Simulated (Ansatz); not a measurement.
The calculation's input:

```
crystal:
  periodic: [false, false, false]
  atoms:
    - { symbol: B, position_ang: [-0.036531, -0.399091, -0.153394] }
    - { symbol: H, position_ang: [0.029482, -0.591719, 1.038093] }
    - { symbol: O, position_ang: [1.085559, -0.383731, -0.939386] }
    - { symbol: H, position_ang: [1.900548, -0.47241, -0.419678] }
    - { symbol: O, position_ang: [-1.242096, -0.314372, -0.799079] }
    - { symbol: H, position_ang: [-1.99487, -0.342645, -0.186689] }
    - { symbol: Cl, position_ang: [0.088979, 2.43213, 1.029494] }
    - { symbol: H, position_ang: [0.09723, 1.196538, 1.543938] }
basis:
  gaussian: { orbitals: def2-SVP }
hamiltonian:
  xc: revpbe
relax:
  f_tol: 0.03
  max_steps: 50
output:
  orbitals: {}
```

Run with:

```sh
ansatz run input.yaml --threads 1 --pin off --max-ram 2048MiB --backend cpu --events-out ev --progress --plain --runs-dir out
```

The fields are those of the run's last geometry, not of the input's.

Method: Ansatz, RKS revPBE/def2-SVP.

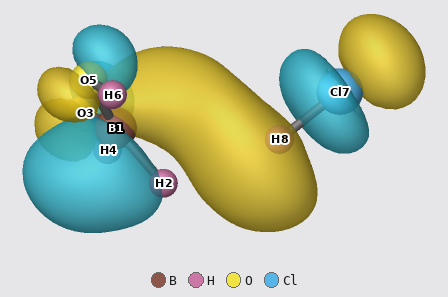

BH₃O₂···HCl. The LUMO at ±0.1 Å⁻³ᐟ² (yellow and cyan are the two phases), seen from one side.

Q: Where does this orbital lie, and at what energy?

A: It lies mainly on B1 (about 30 %), Cl7 (about 20 %), H8 (about 20 %), H2 (about 10 %), O3 (about 10 %) and O5 (about 10 %). Its energy is −0.59 eV.
